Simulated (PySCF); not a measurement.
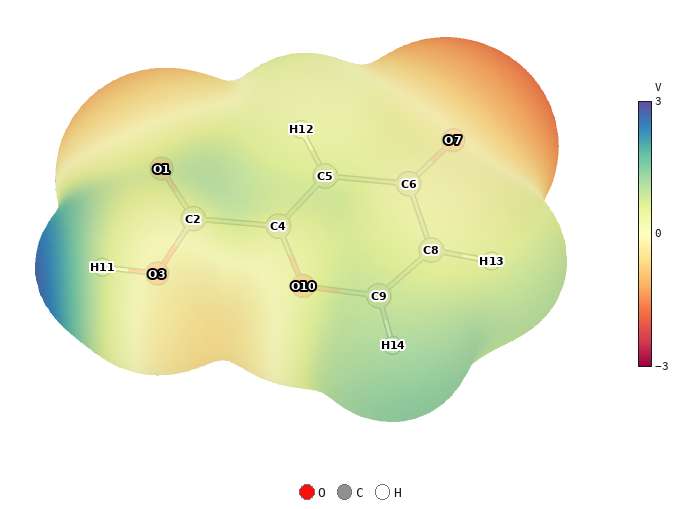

*C₆H₄O₄. The molecular electrostatic potential painted on the density surface at 0.001 e/bohr³, seen at a tilt; red is negative and blue positive.*

Geometry: GFN2-xTB.

Computed with CAM-B3LYP/def2-SVPD, SCF density, gas phase (PySCF).

```xyz
14

O     2.7757    0.9948    0.0012
C     2.0952    0.0178    0.1597
O     2.5794   -1.1848    0.4597
C     0.6048    0.0182    0.0416
C    -0.0779    1.1430   -0.2554
C    -1.5401    1.1372   -0.3698
O    -2.2018    2.1208   -0.6350
C    -2.1025   -0.1932   -0.1258
C    -1.3125   -1.2381    0.1626
O     0.0227   -1.1776    0.2540
H     3.5470   -1.1553    0.5304
H     0.4589    2.0653   -0.4120
H    -3.1719   -0.3100   -0.1845
H    -1.6775   -2.2387    0.3511
```

Question: Where is the surface potential most negative and most positive?

Answer: The most negative region (about −1.7 V) lies over O7, the most positive (about +2.6 V) over H11. O7 is the likeliest acceptor of a hydrogen bond.
